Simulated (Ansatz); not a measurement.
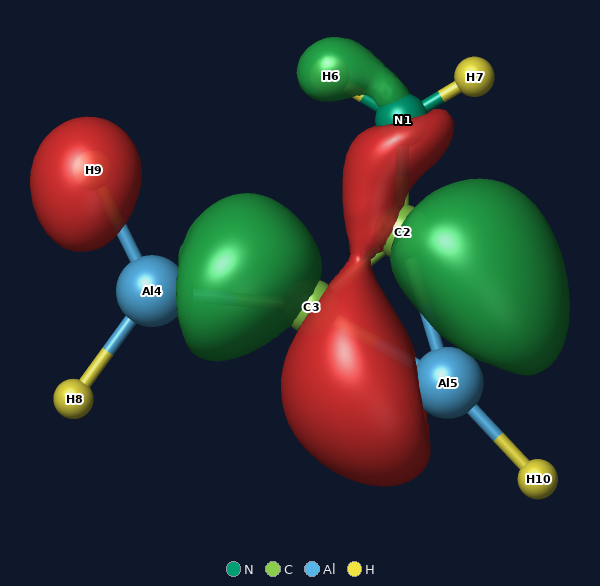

The picture shows: C₂H₅Al₂N. One frontier orbital at ±0.1 Å⁻³ᐟ² (green and red are the two phases), seen across its widest extent.

Geometry: PBE0-D4/def2-TZVP.

Computed with RKS PBE0-D4/def2-TZVPP (Ansatz).

```xyz
10

N    -0.8024    1.6480   -0.1964
C     0.0471    0.7275   -0.6594
C     0.3818   -0.5230   -0.1208
Al   -0.1333   -1.5043    1.4343
Al    1.2984   -0.1939   -1.7001
H    -1.3155    1.5013    0.6607
H    -0.9474    2.5105   -0.6869
H     0.4726   -2.9473    1.7102
H    -1.1743   -0.9142    2.4970
H     2.2561   -0.3557   -2.9356
```

Which orbital is it: HOMO or LUMO?

Answer. The HOMO, at −5.96 eV. Its weight (Hirshfeld) is mainly on C3 (about 30 %), Al5 (about 25 %), C2 (about 25 %) and Al4 (about 10 %); it is symmetric in the molecular plane (an in-plane orbital: σ, lone-pair or in-plane π type).
